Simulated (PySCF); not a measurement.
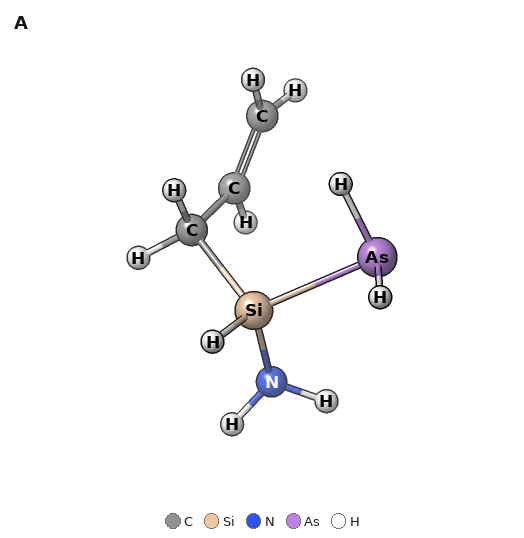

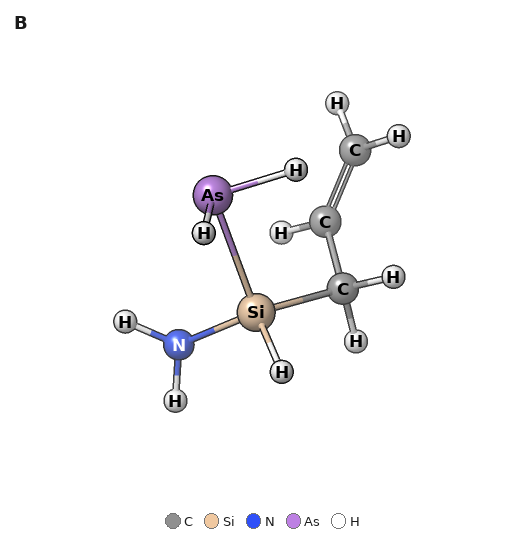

Distant atoms are faded towards the background colour. Computed geometry: PBE0-D3(BJ)/def2-SVP optimisation. No frequency run is at hand to confirm it as a minimum.

> How are A and B related: the same structure turned, mirror images, conformers, diastereomers or constitutional isomers?

They are enantiomers, mirror images that no rotation superimposes: A is C=CC[Si@@H](N)[AsH2] (S), B is C=CC[Si@H](N)[AsH2] (R). Their energies are equal.
